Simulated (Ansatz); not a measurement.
**Nudged elastic band, with input and output: SiNH4F**

- system: SiNH4F
- method: RKS PBE/def2-SVP (Ansatz 0.2.0)

One setting was made poor on purpose. It belongs to a series of runs on one base structure; here: band between the two ends.

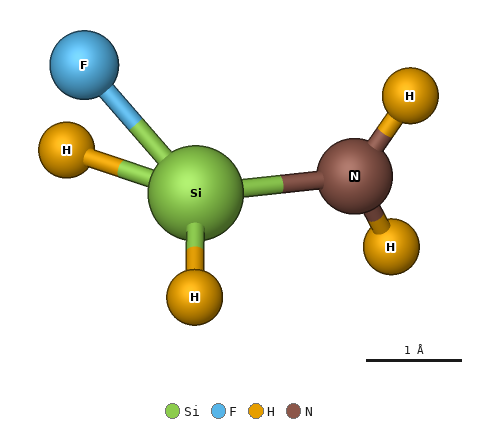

The starting structure (ball-and-stick view, seen at a tilt). Bond lengths as drawn: F–Si 1.79 Å, H–N 1.06 Å, H–Si 1.46 to 1.66 Å and N–Si 1.82 Å.

## Input file
```yaml
crystal:
  periodic: [false, false, false]
  atoms:
    - { symbol: Si, position_ang: [0.0, 0.0, 0.0] }
    - { symbol: F, position_ang: [0.9996, 0.0, 1.4848] }
    - { symbol: H, position_ang: [1.6189, 0.0, 0.3673] }
    - { symbol: H, position_ang: [-0.6877, 1.1914, -0.4862] }
    - { symbol: "N", position_ang: [-0.8572, -1.4851, -0.6061] }
    - { symbol: H, position_ang: [-1.3922, -2.1014, 0.0704] }
    - { symbol: H, position_ang: [-0.8219, -1.7344, -1.6357] }
basis:
  gaussian: { orbitals: def2-SVP }
hamiltonian:
  xc: pbe
neb:
  order_check: false
  images: 9
  f_tol: 0.05
  max_iterations: 60
  final_atoms:
    - { symbol: Si, position_ang: [0.0, 0.0, 0.0] }
    - { symbol: F, position_ang: [0.9996, 0.0, 1.4848] }
    - { symbol: H, position_ang: [1.6189, 0.0, 0.3673] }
    - { symbol: H, position_ang: [-0.6877, 1.1914, -0.4862] }
    - { symbol: "N", position_ang: [-0.8572, -1.4851, -0.6061] }
    - { symbol: H, position_ang: [-1.3922, -2.1014, 0.0704] }
    - { symbol: H, position_ang: [-0.8219, -1.7344, -1.6357] }
  initial_path:
    images:
      - { positions_ang: [[0.0, 0.0, 0.0], [0.9996, 0.0, 1.4848], [1.6189, 0.0, 0.3673], [-0.6877, 1.1914, -0.4862], [-0.8572, -1.4851, -0.6061], [-1.3922, -2.1014, 0.0704], [-0.8219, -1.7344, -1.6357]] }
      - { positions_ang: [[0.0, 0.0, 0.0], [0.9996, 0.0, 1.4848], [1.6189, 0.0, 0.3673], [-0.6877, 1.1914, -0.4862], [-0.8572, -1.4851, -0.6061], [-1.3922, -2.1014, 0.0704], [-0.8219, -1.7344, -1.6357]] }
      - { positions_ang: [[0.0, 0.0, 0.0], [0.9996, 0.0, 1.4848], [1.6189, 0.0, 0.3673], [-0.6877, 1.1914, -0.4862], [-0.8572, -1.4851, -0.6061], [-1.3922, -2.1014, 0.0704], [-0.8219, -1.7344, -1.6357]] }
      - { positions_ang: [[0.0, 0.0, 0.0], [0.9996, 0.0, 1.4848], [1.6189, 0.0, 0.3673], [-0.6877, 1.1914, -0.4862], [-0.8572, -1.4851, -0.6061], [-1.3922, -2.1014, 0.0704], [-0.8219, -1.7344, -1.6357]] }
      - { positions_ang: [[0.0, 0.0, 0.0], [0.9996, 0.0, 1.4848], [1.6189, 0.0, 0.3673], [-0.6877, 1.1914, -0.4862], [-0.8572, -1.4851, -0.6061], [-1.3922, -2.1014, 0.0704], [-0.8219, -1.7344, -1.6357]] }
      - { positions_ang: [[0.0, 0.0, 0.0], [0.9996, 0.0, 1.4848], [1.6189, 0.0, 0.3673], [-0.6877, 1.1914, -0.4862], [-0.8572, -1.4851, -0.6061], [-1.3922, -2.1014, 0.0704], [-0.8219, -1.7344, -1.6357]] }
      - { positions_ang: [[0.0, 0.0, 0.0], [0.9996, 0.0, 1.4848], [1.6189, 0.0, 0.3673], [-0.6877, 1.1914, -0.4862], [-0.8572, -1.4851, -0.6061], [-1.3922, -2.1014, 0.0704], [-0.8219, -1.7344, -1.6357]] }
      - { positions_ang: [[0.0, 0.0, 0.0], [0.9996, 0.0, 1.4848], [1.6189, 0.0, 0.3673], [-0.6877, 1.1914, -0.4862], [-0.8572, -1.4851, -0.6061], [-1.3922, -2.1014, 0.0704], [-0.8219, -1.7344, -1.6357]] }
      - { positions_ang: [[0.0, 0.0, 0.0], [0.9996, 0.0, 1.4848], [1.6189, 0.0, 0.3673], [-0.6877, 1.1914, -0.4862], [-0.8572, -1.4851, -0.6061], [-1.3922, -2.1014, 0.0704], [-0.8219, -1.7344, -1.6357]] }
      - { positions_ang: [[0.0, 0.0, 0.0], [0.9996, 0.0, 1.4848], [1.6189, 0.0, 0.3673], [-0.6877, 1.1914, -0.4862], [-0.8572, -1.4851, -0.6061], [-1.3922, -2.1014, 0.0704], [-0.8219, -1.7344, -1.6357]] }
      - { positions_ang: [[0.0, 0.0, 0.0], [0.9996, 0.0, 1.4848], [1.6189, 0.0, 0.3673], [-0.6877, 1.1914, -0.4862], [-0.8572, -1.4851, -0.6061], [-1.3922, -2.1014, 0.0704], [-0.8219, -1.7344, -1.6357]] }
```

Run as:
```bash
ansatz run input.yaml --threads 1 --pin off --max-ram 2048MiB --backend cpu --events-out ev --progress --plain --runs-dir out
```

## Log
```
Error: invalid value for `neb.final_atoms`: is identical to crystal.atoms — the two endpoints must differ for a path to exist
```

## What the run reported

| quantity | value |
| --- | --- |
| outcome | refused by the program |
| hardware | 1 thread of AMD EPYC (Zen 5), 64 GiB of memory available, shared host |

## What went wrong

The program refused the input: “invalid value for `neb.final_atoms`: is identical to crystal.atoms — the two endpoints must differ for a path to exist” A deliberately poor setting: ends not relaxed.
